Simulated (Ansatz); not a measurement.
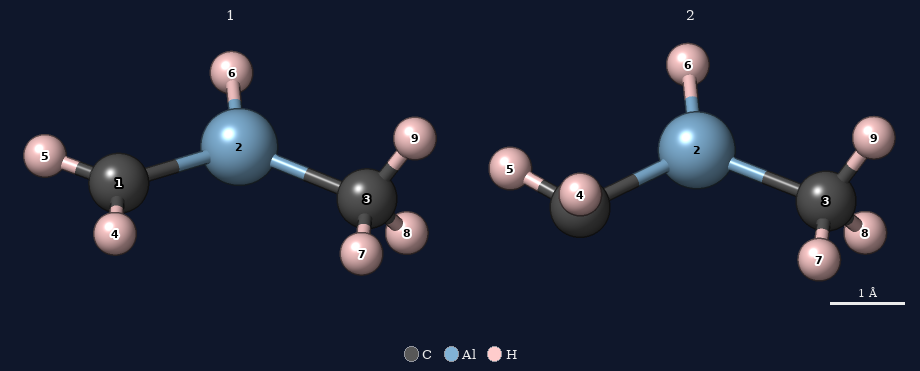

Two geometries of C2H6Al (multiplicity 2) (coarse preliminary run), drawn at one scale. One is the start of a relaxation, the other its converged end. The picture is a ball-and-stick view, seen from a free direction.

Computed with UKS PBE-D4/def2-SVP in Ansatz. Settings: force threshold 0.03 eV/Å; at most 200 steps.

**Which one is relaxed?**

Structure 1 is the relaxed one. The start comes from a force field. The largest move after the best rigid fit is that of H4, 0.55 Å. Largest moves by element: H 0.55 Å, C 0.34 Å, Al 0.07 Å. Near-neighbour distances that change, for instance: C3–H8 1.179 → 1.112 Å, C1–H5 1.160 → 1.108 Å, C1–H4 1.061 → 1.109 Å, C3–H9 1.148 → 1.113 Å. Among the angles between lasting bonds that change: Al2–C1–H4 110.0° → 124.4°, H4–C1–H5 105.4° → 111.3°, H7–C3–H9 112.8° → 107.5°. After 7 accepted moves (9 points after the start) the energy has fallen by 0.644 eV. The largest force component goes from 3 to 0.02 eV/Å. The line search rejected the trial steps at points 4, 6 of the run. The forces were under the threshold at step 5, but the run went on from there. The run took roughly 30 core-seconds on a shared host.
